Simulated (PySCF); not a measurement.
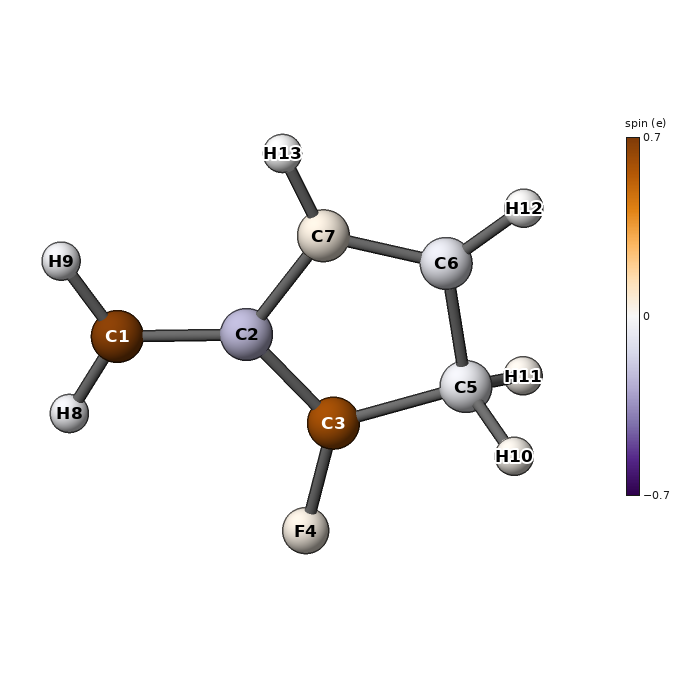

Atoms are coloured by their Mulliken spin populations. Charge 0, doublet. The geometry was computed by an optimisation with GFN2-xTB. No frequency run is at hand to confirm it as a minimum. Level of theory: UKS B3LYP, pcH-1 on C F H, non-relativistic (PySCF 2.14.0).

**Which atom carries the largest spin population?**

C1 (0.67 e).

**Which atom has the lowest spin population?**

C2 (−0.23 e); a negative value comes from spin polarisation.

Give the Mulliken spin populations atom by atom.

| atom | value (e) |
| --- | --- |
| C1 | 0.67 |
| C2 | −0.23 |
| C3 | 0.59 |
| F4 | 0.04 |
| C5 | −0.04 |
| C6 | −0.06 |
| C7 | 0.05 |
| H8 | −0.03 |
| H9 | −0.03 |
| H10 | 0.03 |
| H11 | 0.03 |
| H12 | 0.00 |
| H13 | 0.00 |

Mulliken values depend strongly on the basis set.
